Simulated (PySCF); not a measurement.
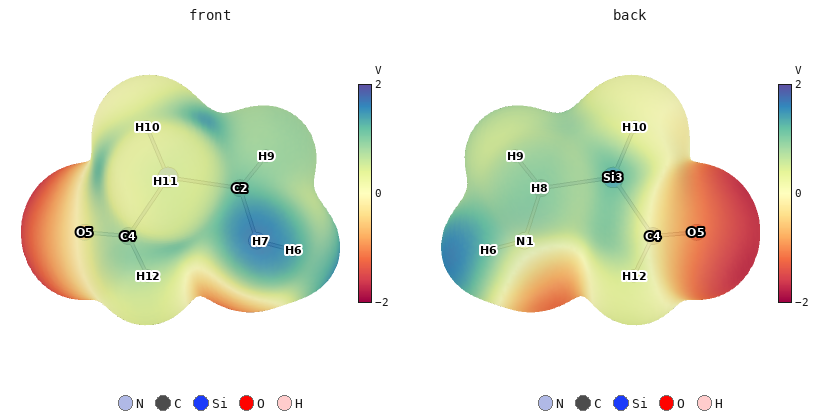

Figure. C$_{2}$H$_{7}$NOSi (SMILES NC[SiH2]C=O). The electrostatic potential painted on the density surface at 0.002 e/bohr³, seen from the front and from behind; the colour scale runs from red (negative) to blue (positive).

Geometry: GFN2-xTB.

Level of theory: PySCF 2.14.0, B3LYP/def2-SVPD, SCF density, gas phase.

```xyz
12

N    -1.4300    0.6748    0.5179
C    -0.9917   -0.2312   -0.5395
Si    0.7607   -0.8542   -0.0956
C     1.8381    0.7163    0.1376
O     2.9680    0.8341   -0.2646
H    -2.3053    1.1255    0.2714
H    -1.5822    0.1617    1.3791
H    -0.9680    0.3396   -1.4710
H    -1.6836   -1.0704   -0.7056
H     1.3140   -1.7160   -1.1385
H     0.7150   -1.5430    1.2005
H     1.3662    1.5621    0.6823
```

Which sites attract a positive test charge, and which a negative one?

Answer. A positive charge is drawn to the negative regions and a negative charge to the positive ones. The most negative region (about −1.7 V) lies over O5, the most positive (about +1.6 V) over H6 and H7. O5 is the likeliest acceptor of a hydrogen bond.

What dipole moment does the calculation give?

Answer. Its dipole moment is 4.06 D.
